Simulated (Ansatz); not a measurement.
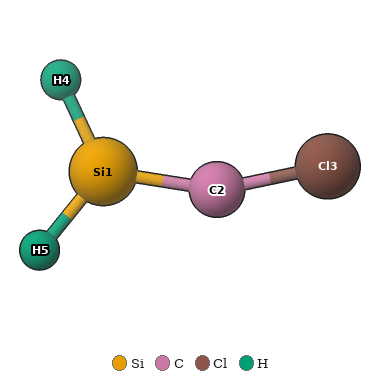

The system is CH₂ClSi, SMILES [SiH2]=[C]Cl, spin multiplicity 2; the picture shows the reference structure. First axis: umbrella angle at Si1 (between each of its bonds and their common axis; 90 is planar). Second axis: change of the bonds Si1–C2, Si1–H4, Si1–H5, all alike. Nothing is relaxed (all other coordinates rigid). The grid has 9 × 9 points; 45 points were computed and 36 follow by symmetry. Points are written as (first, second). Energies are in kcal/mol, from the relaxed molecule at the same level. In part of the range the unrestricted reference is strongly spin-contaminated. Theory: UKS wB97X-V/def2-SVP in Ansatz 0.2.0.

Its coordinates:

```tsv
atom	x (Å)	y (Å)	z (Å)
Si	-0.2580	0.5034	-0.3734
C	0.5582	-0.5644	0.6391
Cl	0.9407	-1.9753	1.4066
H	-1.4253	0.1249	-1.2086
H	0.1845	1.9115	-0.4636
```

Range: umbrella angle at Si1 (between each of its bonds and their common axis; 90 is planar) from 66 to 114°; change of the bonds Si1–C2, Si1–H4, Si1–H5, all alike from −0.170 to 0.263 Å.

**What will the energy surface look like?**

The lowest grid point is at (90°, −0.008 Å), 0.06 kcal/mol from the relaxed molecule at the same level. No other kind of well shows on this grid. The highest grid point, (66°, −0.170 Å), lies 57.1 kcal/mol above the lowest. Round the minimum the two coordinates are nearly uncoupled.

| second ↓, first → | 66 | 72 | 78 | 84 | 90 | 96 | 102 | 108 | 114 |
| --- | --- | --- | --- | --- | --- | --- | --- | --- | --- |
| 0.263 | 36.2 | 36.0 | 38.0 | 40.7 | 42.0 | 40.7 | 38.0 | 36.0 | 36.2 |
| 0.209 | 26.7 | 25.6 | 26.6 | 28.1 | 28.8 | 28.1 | 26.6 | 25.6 | 26.7 |
| 0.155 | 19.0 | 16.9 | 16.7 | 17.1 | 17.2 | 17.1 | 16.7 | 16.9 | 19.0 |
| 0.101 | 13.7 | 10.5 | 9.0 | 8.2 | 7.9 | 8.2 | 9.0 | 10.5 | 13.7 |
| 0.046 | 11.5 | 7.0 | 4.2 | 2.4 | 1.8 | 2.4 | 4.2 | 7.0 | 11.5 |
| −0.008 | 13.4 | 7.7 | 3.5 | 1.0 | 0.1 | 1.0 | 3.5 | 7.7 | 13.4 |
| −0.062 | 20.7 | 13.6 | 8.3 | 5.0 | 3.8 | 5.0 | 8.3 | 13.6 | 20.7 |
| −0.116 | 34.6 | 26.2 | 19.9 | 16.0 | 14.7 | 16.0 | 19.9 | 26.2 | 34.6 |
| −0.170 | 57.1 | 47.6 | 40.4 | 35.9 | 34.3 | 35.9 | 40.4 | 47.6 | 57.1 |

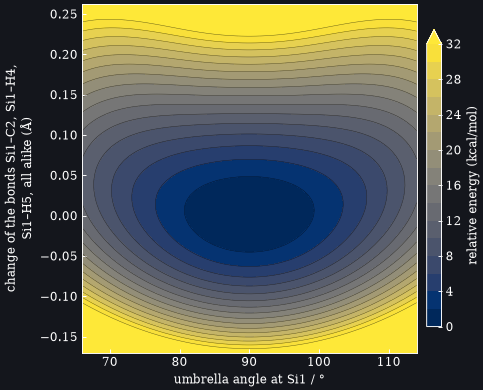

Drawn: filled contours, one colour for all values above the top of the scale. Between grid points the surface is interpolated.

The whole map (45 points run) took 8.7 min on 1 thread of AMD EPYC 7B13 (Zen 3), with other jobs on the host.
